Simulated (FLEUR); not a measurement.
# MnS: exchange couplings by hand from total energies

Can a spin model with one coupling foretell the energy of a further order of MnS?

Main program and level: FLEUR MaX-R8.1; LDA (VWN) with U = 4 eV on Mn d; all-electron FLAPW, Dirac cores, scalar-relativistic bands.

The database entry behind the starting cell differs from later determinations by our own check (an axis about 0.2 % short against later determinations), so it need not match the best structure at ambient conditions.

### 1. The structure

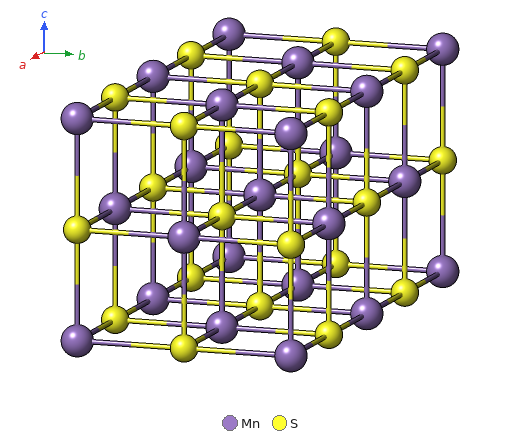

The cell as given, slightly off an axis (manganese light purple, sulfur yellow). 2×1×1 cells are drawn. This picture shows the conventional cell, with its axes. Some periodic images of atoms are drawn too.

As a file:

```xyz
2
Lattice="0.0000 2.6045 2.6045 2.6045 0.0000 2.6045 2.6045 2.6045 0.0000" Properties=species:S:1:pos:R:3 pbc="T T T"
Mn    0.0000    0.0000    0.0000
S     2.6045    2.6045    2.6045
```

### 2. The parallel order

All energies count from this run. The U counters the self-interaction that shrinks the moments of a localised shell.

inpgen writes inp.xml from crystal.txt; cutoffs, mixing, functional, smearing and local orbitals are then set in the file. The k list default-1 (kpts.xml, not shown) is a Γ-centred 8×8×8 mesh; where the ranks do not divide the number of points, some are split in two of half the weight.

Contents of inp.xml:

```
<?xml version="1.0" encoding="UTF-8" standalone="no"?>
<fleurInput fleurInputVersion="0.39">
   <comment>
      MnS
   </comment>
   <calculationSetup>
      <cutoffs Kmax="3.97" Gmax="11.9" GmaxXC="11.9" numbands="0"/>
      <scfLoop itmax="130" minDistance="0.0001" maxIterBroyd="15" imix="Anderson" alpha="0.05" precondParam="0.0" spinf="2.0" sdNocoIR="T"/>
      <coreElectrons ctail="T" frcor="F" kcrel="0" coretail_lmax="0"/>
      <xcFunctional name="vwn" relativisticCorrections="F"/>
      <magnetism jspins="2"/>
      <soc l_soc="F" theta="0.0" phi="0.0" spav="F"/>
      <expertModes spex="0" secvar="F"/>
      <geometryOptimization l_f="F" forcealpha="1.0" forcemix="BFGS" epsdisp="0.00001" epsforce="0.00001"/>
      <ldaU l_linMix="F" mixParam="0.05" spinf="1.0"/>
   </calculationSetup>
   <cell>
      <bzIntegration valenceElectrons="21.0" mode="hist" fermiSmearingEnergy="0.00183747">
         <kPointListSelection listName="default-1"/>
         <xi:include xmlns:xi="http://www.w3.org/2001/XInclude" href="kpts.xml"> </xi:include>
      </bzIntegration>
      <xi:include xmlns:xi="http://www.w3.org/2001/XInclude" href="sym.xml"> </xi:include>
      <bulkLattice scale="1.0">
         <bravaisMatrix>
            <row-1>    0.0000000000000000     4.9217916915206992     4.9217916915206992</row-1>
            <row-2>    4.9217916915206992     0.0000000000000000     4.9217916915206992</row-2>
            <row-3>    4.9217916915206992     4.9217916915206992     0.0000000000000000</row-3>
         </bravaisMatrix>
      </bulkLattice>
   </cell>
   <atomSpecies>
      <species name="Manganese 4.500" element="Mn" atomicNumber="25">
         <mtSphere radius="2.8" gridPoints="925" logIncrement="0.013"/>
         <atomicCutoffs lmax="10" lnonsphr="8"/>
         <electronConfig flipSpins="F">
            <coreConfig>(1s1/2) (2s1/2) (2p1/2) (2p3/2)</coreConfig>
            <valenceConfig>(3s1/2) (3p1/2) (3p3/2) (4s1/2) (3d3/2) (3d5/2)</valenceConfig>
            <stateOccupation state="(3d3/2)" spinUp="1.75" spinDown="0.25"/>
            <stateOccupation state="(3d5/2)" spinUp="3.0" spinDown="0.0"/>
         </electronConfig>
         <energyParameters s="4" p="4" d="3" f="4"/>
         <ldaU l="2" U="4.0" J="0.0" l_amf="F"/>
         <lo type="SCLO" l="0" n="3" eDeriv="0"/>
         <lo type="SCLO" l="1" n="3" eDeriv="0"/>
      </species>
      <species name="Sulfur (S)" element="S" atomicNumber="16">
         <mtSphere radius="1.89" gridPoints="625" logIncrement="0.018"/>
         <atomicCutoffs lmax="8" lnonsphr="6"/>
         <electronConfig flipSpins="F">
            <coreConfig>(1s1/2) (2s1/2) (2p1/2) (2p3/2)</coreConfig>
            <valenceConfig>(3s1/2) (3p1/2) (3p3/2)</valenceConfig>
            <stateOccupation state="(3p1/2)" spinUp="0.666667" spinDown="0.666667"/>
            <stateOccupation state="(3p3/2)" spinUp="1.333333" spinDown="1.333333"/>
         </electronConfig>
         <energyParameters s="3" p="3" d="3" f="4"/>
      </species>
   </atomSpecies>
   <atomGroups>
      <atomGroup species="Manganese 4.500">
         <relPos label="                   1">.0000000000 .0000000000 .0000000000</relPos>
         <force calculate="T" relaxXYZ="TTT"/>
      </atomGroup>
      <atomGroup species="Sulfur (S)">
         <relPos label="                   2">1.000/2.000 1.000/2.000 1.000/2.000</relPos>
         <force calculate="T" relaxXYZ="TTT"/>
      </atomGroup>
   </atomGroups>
   <output dos="F" band="F" slice="F">
      <bandDOS minEnergy="-.5*Htr" maxEnergy="0.5*Htr" sigma="0.015" storeEVData="T"/>
      <plotting iplot="0" polar="F">
         <plot TwoD="T" vec1="  1.0  0.0  0.0" vec2="  0.0  1.0  0.0" vec3="  0.0  0.0  1.0" zero="  0.0  0.0  0.0" file="plot"/>
      </plotting>
      <moessbauerParams electricFieldGradient="F" isomerShift="F" coreHyperfine="F" valenceHyperfine="F"/>
   </output>
</fleurInput>
```

Contents of crystal.txt:

```
MnS
&input film=F cartesian=F /
0.00000000000  2.60450000000  2.60450000000
2.60450000000  0.00000000000  2.60450000000
2.60450000000  2.60450000000  0.00000000000
1.8897261246
1.0 1.0 1.0

2
25 0.00000000000  0.00000000000  0.00000000000 : 4.500
16 0.50000000000  0.50000000000  0.50000000000

&kpt div1=8 div2=8 div3=8 gamma=T /
```

Launch:

```
$ OMP_NUM_THREADS=1 inpgen -f crystal.txt > inpgen.log  # inp.xml is then edited as shown
$ OMP_NUM_THREADS=1 mpirun -n 4 fleur_MPI > fleur.log
```

Output:

```text
Welcome to FLEUR        (www.flapw.de)
      MaX-Release 8.1          (www.max-centre.eu)

 ========== k-point set info ==========
 Selected k-point list: default-1
 k-point list type: mesh
 0 x 0 x 0
 Number of k points: 32

 [... set-up left out ...]
 no density matrix found ... skipping LDA+U
 Reset of history
 Iteration:     1   Distance:       6.47151360 me/bohr^3
 Iteration:     2   Distance:       7.17536582 me/bohr^3
 Iteration:     3   Distance:       6.60304611 me/bohr^3
 Iteration:     4   Distance:       4.03767823 me/bohr^3
[...]
[... left out ...]
            <freeEnergy value="-1554.5407584726"/>
            <extrapolationTo0K value="-1554.5407579009"/>
         </totalEnergy>
         [... left out ...]
         <ldaUDensityMatrixConvergence>
            <distance spin="1" distance="0.000000"/>
            <distance spin="2" distance="0.000001"/>
         </ldaUDensityMatrixConvergence>
         <densityConvergence units="me/bohr^3">
            <chargeDensity spin="1" distance="0.0000257608"/>
            <chargeDensity spin="2" distance="0.0000364673"/>
            <overallChargeDensity distance="0.0000483813"/>
            <spinDensity distance="0.0000405735"/>
         </densityConvergence>
      </iteration>
```

The job ended after 9.9 s (4 MPI ranks of Intel Xeon Platinum 8488C (Sapphire Rapids), shared host; peak memory 0.22 GiB; 38 s of CPU time).

Spin moment in the muffin-tin sphere by atom:

```csv
atom,spin moment in the muffin-tin sphere (μB)
Mn1,4.73
S2,0.10
```

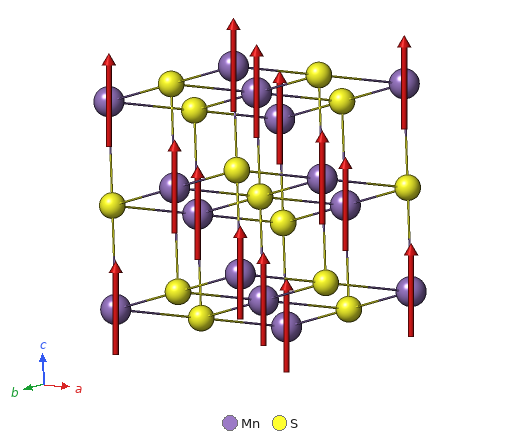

Spin moment in the muffin-tin sphere as arrows, the longest 4.73 μB. Up and down stand for the sign. Arrows give size and sign along the axis of quantisation, drawn up and down the page. Some periodic images of atoms are drawn too.

This step gave:

```
free energy                                                       : -42301.2090 eV
program's band gap on this mesh (in a metal only a level spacing) : 0.5642 eV
magnetization                                                     : 5.000 μB
final state                                                       : ferromagnetic
```

After 15 cycles the largest moment stands at 4.73 μB.

### 3. The orders used for the fit

The other orders were run with the same settings, on meshes that hold the same points. Free energies are divided by the number of Mn atoms; q is in fractions of the reciprocal vectors of the first run's cell.

```csv
order,atoms,mesh,free energy (eV),eV per Mn,largest moment (μB)
F +,2,8×8×8,-42301.2090,-42301.2090,4.73
"AF q=(0,1/2,1/2) +-",4,8×4×8,-84602.4395,-42301.2197,4.69
```

### 4. Counting neighbours

With E = −Σ J e_i·e_j over ordered pairs of unit vectors, turning a neighbour from parallel to opposed costs 2J a Mn atom. So an order lies 2 Σ n J over the parallel one, n being the opposed neighbours in each shell.

```csv
shell,distance (Å),neighbours,"opposed in AF q=(0,1/2,1/2) +-","opposed in AF q=(0,0,1/2) +-"
J1,3.68,12,8,6
J2,5.21,6,0,6
```

Only J1 is kept.

### 5. Solving

```
2 × 8 × J1 = -10.7 meV    (AF q=(0,1/2,1/2) +-)
J1 = -0.67 meV
```

### 6. The test

The couplings now give the orders that were left out:

```
2 × 6 × (-0.67) = -8.0 meV    (AF q=(0,0,1/2) +-)
```

The runs themselves:

```csv
order,atoms,mesh,free energy (eV),eV per Mn,largest moment (μB),over the parallel order (meV),foretold (meV)
"AF q=(0,0,1/2) +-",4,8×8×4,-84602.5184,-42301.2592,4.60,-50.2,-8.0
```

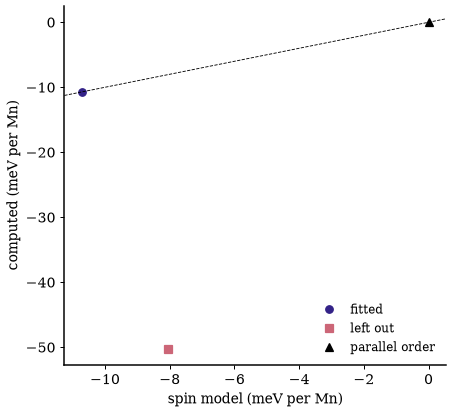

Computed energies of the orders against the model; the dashed line marks agreement.

### 7. One more shell

One try is to add the next shell, though changing moments can also cause the miss. Both differences then fix both couplings, and no order is left for a test.

```
2 × 8 × J1 = -10.7 meV    (AF q=(0,1/2,1/2) +-)
2 × 6 × J1 + 2 × 6 × J2 = -50.2 meV    (AF q=(0,0,1/2) +-)
J1 = -0.67 meV
J2 = -3.51 meV
```

### 8. What came out

```yaml
effective_coupling_of_the_reversed_pairs_counted_on_j1_mn_mn_at_3p68_a: -0.67 meV
largest_miss_on_the_orders_left_out: 42 meV
j1_with_two_shells: -0.67 meV
j2_with_two_shells: -3.51 meV
```

The model misses the order left out by 42 meV, 84 % of the largest distance from the parallel order, so it fails: these couplings alone don't describe the crystal. With the next shell added the couplings are J1 = -0.67 and J2 = -3.51 meV, untested. The largest moments of the orders differ by 2.8 % of the greatest. One difference fixes one number: it sums all reversed shells and need not be the coupling of the nearest one, even in sign.

[Logs and program files are shortened in this print: banners, set-up blocks, solver, clock and traceback lines can be left out without a mark of their own.]

[Logs are printed without paths, hosts, clocks, repeated set-up lines and the standing remarks that a program may print on its own settings, such as how far it seeks lower states.]

[Hosts, paths, dates, database ids (printed as entryN), source tags and the programs' standing remarks are cut or masked in the printed files.]

[Where a cell is said to come from a database of computed structures, the database is the Materials Project.]
